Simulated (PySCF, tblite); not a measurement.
**C7H16Si: geometry, infrared bands and NMR shifts**

What infrared bands and NMR shifts should C7H16Si (`C/C=C/[SiH2]C(C)(C)C`) show?

The runs use tblite 0.8.0 and PySCF 2.14.0, with density-fitted response routines of our own; the level of theory stands in each step. All values are computed, except where a source is named. Atoms are numbered from 0 throughout.

## 1. Starting geometry

24 atoms, charge 0, multiplicity 1; geometry from: force field or distance geometry start.

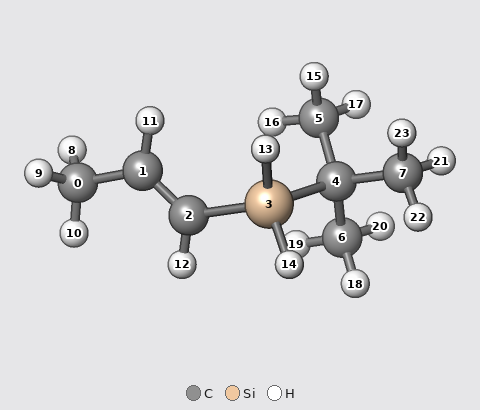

The starting geometry (carbon grey, silicon light orange, hydrogen white), atoms numbered; sticks join atoms by distance.

## 2. Relaxing the molecule with GFN2-xTB

What the job is given:

```
{"job": {"kind": "relax", "xc": "GFN2-xTB", "basis": "xTB"}, "charge": 0, "multiplicity": 1}
C      3.749600    -0.659400    -0.668700
C      2.560700    -0.160200     0.104800
C      1.622300     0.628600    -0.391200
Si     0.142000     1.280400     0.502000
C     -1.426100     0.098500     0.218400
C     -1.144300    -1.324500     0.733600
C     -1.757500     0.028100    -1.299000
C     -2.642100     0.676300     0.967800
H      3.745700    -1.753800    -0.690300
H      4.665100    -0.323400    -0.190300
H      3.730200    -0.294300    -1.701700
H      2.513900    -0.496400     1.153700
H      1.657700     0.963600    -1.416900
H      0.418600     1.322900     1.966900
H     -0.197500     2.639900     0.019300
H     -0.900000    -1.316200     1.817800
H     -0.297700    -1.785700     0.211600
H     -2.012800    -1.979200     0.599100
H     -1.975900     1.019800    -1.703300
H     -0.923900    -0.399400    -1.865800
H     -2.640900    -0.599200    -1.466200
H     -3.532400     0.042400     0.814400
H     -2.894700     1.687500     0.626800
H     -2.471600     0.723600     2.042200
```

Launch:

```
> OMP_NUM_THREADS=1 python probes_run.py task.json out
```

One launch serves the whole session: the jobs run in the order shown.

**Question.** This job is followed by: GFN2-xTB harmonic vibrations, gas phase; GIAO PBE0/pcSseg-1 NMR shielding, non-relativistic, gas phase. What will the session give for the following? strongest single infrared mode (GFN2-xTB); zero-point energy (GFN2-xTB); ¹³C shifts against TMS (PBE0/pcSseg-1, means over atoms taken as alike); ¹H shifts against TMS (PBE0/pcSseg-1, means over atoms taken as alike); ²⁹Si shifts against TMS (PBE0/pcSseg-1).

As calculated:

| quantity | value |
| --- | --- |
| strongest single infrared mode (GFN2-xTB) | 2208 cm⁻¹, 440 km/mol |
| zero-point energy (GFN2-xTB) | 129.2 kcal/mol |
| ¹³C shifts against TMS (PBE0/pcSseg-1, means over atoms taken as alike) | 157.5, 129.7, 29.2, 27.2, 21.2 ppm |
| ¹H shifts against TMS (PBE0/pcSseg-1, means over atoms taken as alike) | 6.48, 6.07, 4.12, 2.05, 1.00 ppm |
| ²⁹Si shifts against TMS (PBE0/pcSseg-1) | -28.0 ppm |

What this shows: The optimisation took 58 steps and gained 0.121 eV; among the close pairs (by a distance rule), Si3–C4 changed most, from 1.984 to 1.923 Å. No mode is imaginary among the 66: a minimum at this level. The strongest single mode, at 2208 cm⁻¹, moves mainly H14. Unscaled tight-binding wavenumbers are off by several per cent, some by more. Its intensities can rank the bands wrongly. At PBE0/pcSseg-1: Shielding is most anisotropic at C1 (span 252 ppm, paramagnetic term -228 ppm).
